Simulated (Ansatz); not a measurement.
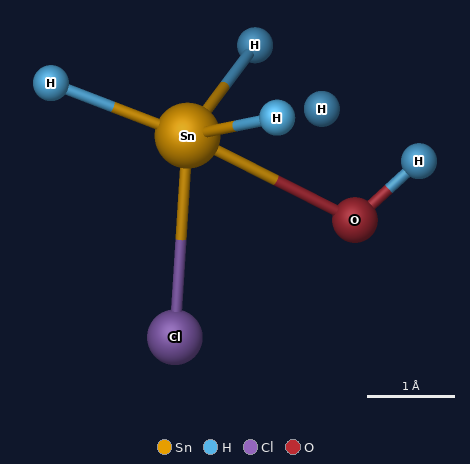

The starting structure (ball-and-stick view, seen at a tilt). Sticks mark near contacts. Bond lengths as drawn: Cl–Sn 2.41 Å, H–O 1.01 Å, H–Sn 1.74 to 2.09 Å and O–Sn 2.26 Å.

Geometry relaxation, with input and output: SnH5ClO (part 1 of 2)

- system: SnH5ClO
- method: RKS PBE0/def2-mTZVP (Ansatz 0.2.0)

The input holds or restrains some coordinates. Forces given for the steps count only the free coordinates. It belongs to a series of runs on one base structure; here: pulled along the bonds that form and break, towards end B.

Input file:
```yaml
crystal:
  periodic: [false, false, false]
  atoms:
    - { symbol: Sn, position_ang: [0.0, 0.0, 0.0] }
    - { symbol: H, position_ang: [0.0, 0.0, 2.09] }
    - { symbol: H, position_ang: [1.6408, 0.0, -0.5794] }
    - { symbol: Cl, position_ang: [-1.1351, 1.9666, -0.8025] }
    - { symbol: H, position_ang: [-0.8195, -1.4198, -0.5794] }
    - { symbol: O, position_ang: [0.8472, 1.9703, 0.7126] }
    - { symbol: H, position_ang: [1.6383, 1.7984, 1.3166] }
    - { symbol: H, position_ang: [0.4203, 0.9774, 1.9402] }
basis:
  gaussian: { orbitals: def2-mTZVP }
hamiltonian:
  xc: pbe0
relax:
  f_tol: 0.15
  max_steps: 25
  restrain:
    - { distance: [0, 5], at: 1.96, k: 30.0 }
    - { distance: [7, 1], at: 0.66, k: 30.0 }
    - { distance: [0, 1], at: 2.94, k: 30.0 }
    - { distance: [7, 5], at: 2.21, k: 30.0 }
output:
  orbitals: {}
```

Run as:
```bash
ansatz run input.yaml --threads 2 --pin off --max-ram 3072MiB --backend cpu --events-out ev --progress --plain --runs-dir out
```

Output:
```
The last accepted step is kept in [file] (removed where the run ends without a failure and the disk answers)
Engine: ansatz 0.2.0, aarch64-unknown-linux-gnu
Functional definition: PBE0
  parameter a = 0.25
  parameter kappa = 0.804
  parameter beta = 0.06672455060314922
  exchange = (1 - a)*pbe_x(kappa = kappa, mu = beta*pi^2/3) + a*exact_x
  correlation = pbe_c(beta = beta)
1101 factors; integrals over basis functions are off by at most 6.5e-4 eV
mean field evaluation 1: about -20466.3370 eV, gradient 6.2e1 eV
mean field evaluation 2: about -20369.5386 eV, gradient 1.8e2 eV
mean field evaluation 4: about -20473.5483 eV, gradient 1.1e1 eV
mean field evaluation 8: about -20473.8844 eV, gradient 3.2e-1 eV
mean field evaluation 16: about -20473.8847 eV, gradient 3.4e-5 eV
mean field -20473.88468312 eV, -752.4013844073 hartree, gradient 3.3e-5 eV, S^2 0.000000; 0 other end points of the search recorded, 0 dependent functions left out
the calculation of the forces begins
reference -20473.88471763 eV, -752.4013856756 hartree; 26, 26 occupied and 71, 71 virtual orbitals, 1101 factors
relax step   1: F+E_penalty+E_count = -20473.88468312 eV  Δ(F+E_penalty+E_count) = +0.000e0 eV  max|allowed force component| = 4.234e0 eV/Å  E_restraint = 19.71337107 eV  max|allowed force component, restraints' pulls added| = 2.379e1 eV/Å  Δτ_max = 0.0000 Å  (28 SCF iters, accepted)
  distance Sn 0 - O 5 = 2.2600 Å
  distance H 7 - H 1 = 1.0744 Å
  distance Sn 0 - H 1 = 2.0900 Å
  distance H 7 - O 5 = 1.6356 Å
these checks for a lower state are left out or cut short: starts, cluster_reference, orbital_swaps, neighbouring_geometries, increment
1101 factors; integrals over basis functions are off by at most 8.5e-4 eV
mean field -20474.56165762 eV, -752.4262627613 hartree, gradient 1.7e-5 eV, S^2 0.000000; 0 other end points of the search recorded, 0 dependent functions left out
[... from here on the field's lines of each further geometry are left out, up to the last ...]
relax step   2: F+E_penalty+E_count = -20474.56165762 eV  Δ(F+E_penalty+E_count) = -6.770e-1 eV  max|allowed force component| = 2.551e0 eV/Å  E_restraint = 7.20125741 eV  max|allowed force component, restraints' pulls added| = 1.363e1 eV/Å  Δτ_max = 0.1950 Å  (36 SCF iters, accepted)
relax step   3: F+E_penalty+E_count = -20475.10475726 eV  Δ(F+E_penalty+E_count) = -5.431e-1 eV  max|allowed force component| = 2.429e0 eV/Å  E_restraint = 1.23367987 eV  max|allowed force component, restraints' pulls added| = 7.327e0 eV/Å  Δτ_max = 0.1946 Å  (36 SCF iters, accepted)
relax step   4: F+E_penalty+E_count = -20476.03151796 eV  Δ(F+E_penalty+E_count) = -9.268e-1 eV  max|allowed force component| = 2.294e0 eV/Å  E_restraint = 0.06062977 eV  max|allowed force component, restraints' pulls added| = 1.679e0 eV/Å  Δτ_max = 0.1947 Å  (30 SCF iters, accepted)
relax step   5: F+E_penalty+E_count = -20476.64163162 eV  Δ(F+E_penalty+E_count) = -6.101e-1 eV  max|allowed force component| = 1.779e0 eV/Å  E_restraint = 0.03590297 eV  max|allowed force component, restraints' pulls added| = 5.674e-1 eV/Å  Δτ_max = 0.1948 Å  (30 SCF iters, accepted)
relax step   6: F+E_penalty+E_count = -20477.02666269 eV  Δ(F+E_penalty+E_count) = -3.850e-1 eV  max|allowed force component| = 1.106e0 eV/Å  E_restraint = 0.06224590 eV  max|allowed force component, restraints' pulls added| = 8.887e-1 eV/Å  Δτ_max = 0.1942 Å  (29 SCF iters, accepted)
relax step   7: F+E_penalty+E_count = -20477.27658599 eV  Δ(F+E_penalty+E_count) = -2.499e-1 eV  max|allowed force component| = 1.136e0 eV/Å  E_restraint = 0.05713319 eV  max|allowed force component, restraints' pulls added| = 7.390e-1 eV/Å  Δτ_max = 0.1972 Å  (29 SCF iters, accepted)
relax step   8: F+E_penalty+E_count = -20477.40567582 eV  Δ(F+E_penalty+E_count) = -1.291e-1 eV  max|allowed force component| = 1.399e0 eV/Å  E_restraint = 0.04461555 eV  max|allowed force component, restraints' pulls added| = 2.306e-1 eV/Å  Δτ_max = 0.1981 Å  (29 SCF iters, accepted)
relax step   9: F+E_penalty+E_count = -20477.44207403 eV  Δ(F+E_penalty+E_count) = -3.640e-2 eV  max|allowed force component| = 1.510e0 eV/Å  E_restraint = 0.03871997 eV  max|allowed force component, restraints' pulls added| = 7.925e-1 eV/Å  Δτ_max = 0.1900 Å  (29 SCF iters, accepted)
relax step  10: F+E_penalty+E_count = -20477.46386212 eV  Δ(F+E_penalty+E_count) = -2.179e-2 eV  max|allowed force component| = 1.567e0 eV/Å  E_restraint = 0.03365706 eV  max|allowed force component, restraints' pulls added| = 2.010e-1 eV/Å  Δτ_max = 0.1227 Å  (29 SCF iters, accepted)
relax step  11: F+E_penalty+E_count = -20477.49822440 eV  Δ(F+E_penalty+E_count) = -3.436e-2 eV  max|allowed force component| = 1.359e0 eV/Å  E_restraint = 0.03687594 eV  max|allowed force component, restraints' pulls added| = 1.435e-1 eV/Å  Δτ_max = 0.1771 Å  (29 SCF iters, accepted)
relax step  12: F+E_penalty+E_count = -20477.47551740 eV  Δ(F+E_penalty+E_count) = +2.271e-2 eV  max|allowed force component| = 1.799e0 eV/Å  E_restraint = 0.15771456 eV  max|allowed force component, restraints' pulls added| = 2.668e0 eV/Å  Δτ_max = 0.1946 Å  (29 SCF iters, rejected (line search))
relax step  13: F+E_penalty+E_count = -20477.51496804 eV  Δ(F+E_penalty+E_count) = -1.674e-2 eV  max|allowed force component| = 1.035e0 eV/Å  E_restraint = 0.04636663 eV  max|allowed force component, restraints' pulls added| = 7.074e-1 eV/Å  Δτ_max = 0.0949 Å  (29 SCF iters, accepted)
the calculation of the forces begins
reference -20477.52498850 eV, -752.5351631623 hartree; 26, 26 occupied and 71, 71 virtual orbitals, 1101 factors
relax step  14: F+E_penalty+E_count = -20477.52495312 eV  Δ(F+E_penalty+E_count) = -9.985e-3 eV  max|allowed force component| = 1.195e0 eV/Å  E_restraint = 0.03825691 eV  max|allowed force component, restraints' pulls added| = 1.499e-1 eV/Å  Δτ_max = 0.1000 Å  (30 SCF iters, accepted)
  distance Sn 0 - O 5 = 1.9638 Å
  distance H 7 - H 1 = 0.7091 Å
  distance Sn 0 - H 1 = 2.9502 Å
  distance H 7 - O 5 = 2.2148 Å
1101 factors; integrals over basis functions are off by at most 1.9e-3 eV
mean field evaluation 128: about -20477.5250 eV, gradient 3.4e-5 eV
```

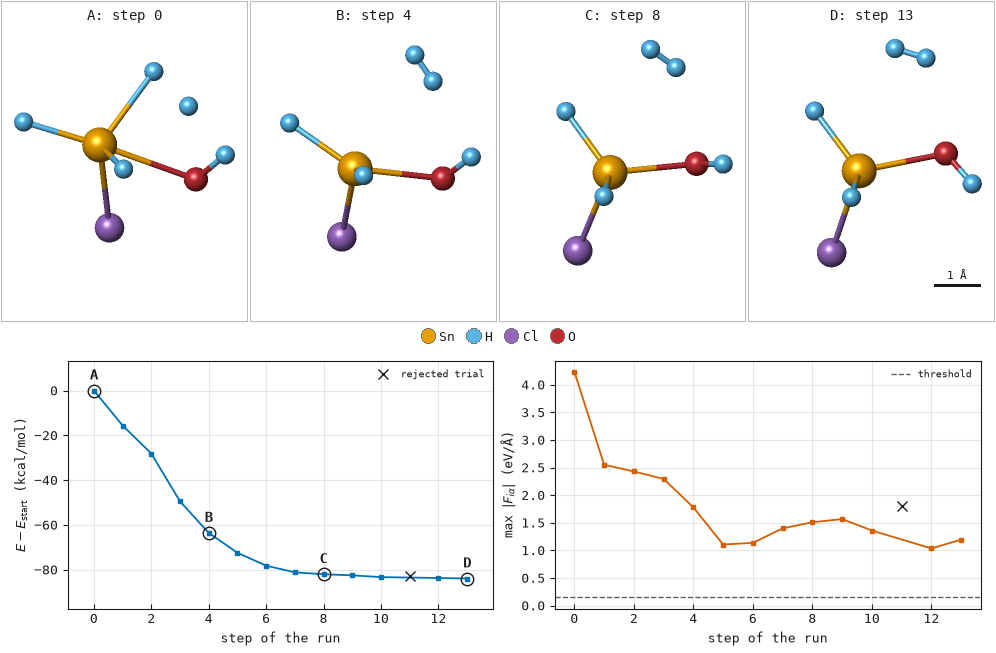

Frames of the restrained relaxation (ball-and-stick view, seen at a tilt) above the curves, on which the letters mark them (the first geometry is step 0 here and step 1 in the log).

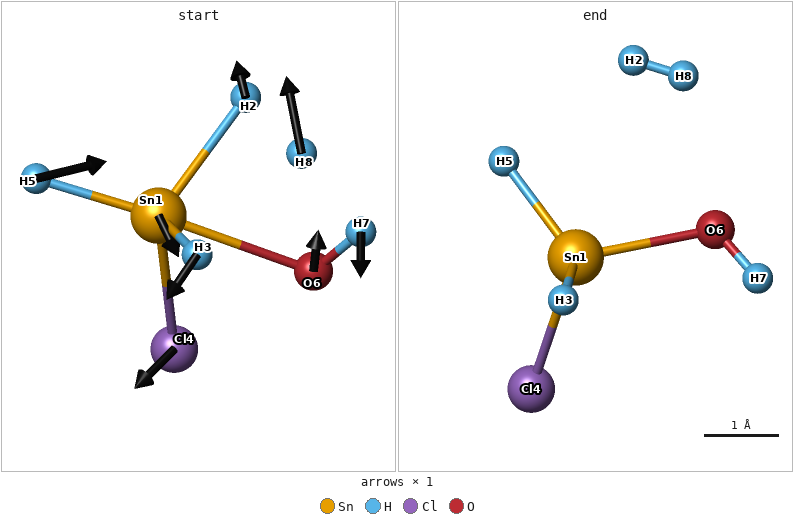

Before (left) and after (right) the restrained relaxation, at one scale (ball-and-stick view, seen at a tilt). The black arrows give the displacements, at true length. Over 13 geometry steps the energy falls by 83.9 kcal/mol. The largest force component goes from 4.2 to 1.2 eV/Å. The line search rejected the trial step at point 11 (counted from 0) and went back. H8 moves most after the best rigid fit: 1.09 Å. By element the largest moves are H 1.09 Å, Cl 0.83 Å, Sn 0.65 Å, O 0.58 Å. Distances before and after: Sn1–H2 2.090 → 2.950 Å, H2–H8 1.074 → 0.709 Å, Sn1–O6 2.260 → 1.964 Å, Sn1–Cl4 2.408 → 2.348 Å. New bonds form: H2–H8 (1.07 → 0.71 Å). Among the angles that change: H5–Sn1–O6 173.5° → 111.0°, Cl4–Sn1–O6 64.5° → 106.7°, H3–Sn1–O6 75.6° → 109.1°. (Atoms are counted from 1 in the order of the input.)

```
mean field -20477.52495312 eV, -752.5351618621 hartree, gradient 1.7e-5 eV, S^2 0.000000; 1 other end points of the search recorded, 0 dependent functions left out
the calculation of the forces begins
reference -20477.52498850 eV, -752.5351631623 hartree; 26, 26 occupied and 71, 71 virtual orbitals, 1101 factors
Total energy: -20477.52498850 eV, -752.5351631623 hartree
Atom 0 at     0.287482     0.449590    -0.318796 Å, force    -0.005774    -0.042626    -0.369436 eV/Å
Atom 1 at    -0.259874    -0.249479     2.494604 Å, force    -0.837159    -1.194711    -0.111569 eV/Å
Atom 2 at     1.575271    -0.030191    -1.332498 Å, force    -0.001055     0.000495     0.005643 eV/Å
Atom 3 at    -1.109137     1.793407    -1.644753 Å, force     0.007217     0.019379    -0.003076 eV/Å
Atom 4 at    -0.698642    -0.772860     0.313559 Å, force     0.009823     0.018414     0.004007 eV/Å
Atom 5 at     0.988065     1.600132     1.110228 Å, force     0.247357     0.208451    -0.085993 eV/Å
Atom 6 at     1.680082     2.192509     0.783719 Å, force    -0.140837    -0.049186     0.058183 eV/Å
Atom 7 at     0.128752     0.309792     2.692036 Å, force     0.720429     1.039784     0.502243 eV/Å
Dipole moment:     0.413812    -0.330891     0.019802 e Å
```

Trajectory as extended XYZ (Å, eV, eV/Å), 14 frames, from step=1 to step=14:
```
8
Properties=species:S:1:pos:R:3:forces:R:3 step=1 energy=-20473.88468
Sn    0.0000    0.0000    0.0000    1.1466   2.2236  -1.1263
H     0.0000    0.0000    2.0900    0.4463   0.9962  -0.3705
H     1.6408    0.0000   -0.5794   -0.3480  -0.7296  -0.0067
Cl   -1.1351    1.9666   -0.8025   -1.1581  -1.1668  -0.7231
H    -0.8195   -1.4198   -0.5794   -0.2406   0.1968   0.6811
O     0.8472    1.9703    0.7126    1.5431  -1.7307   4.2344
H     1.6383    1.7984    1.3166   -0.3812   0.6941  -1.5304
H     0.4203    0.9774    1.9402   -1.0081  -0.4836  -1.1584
```
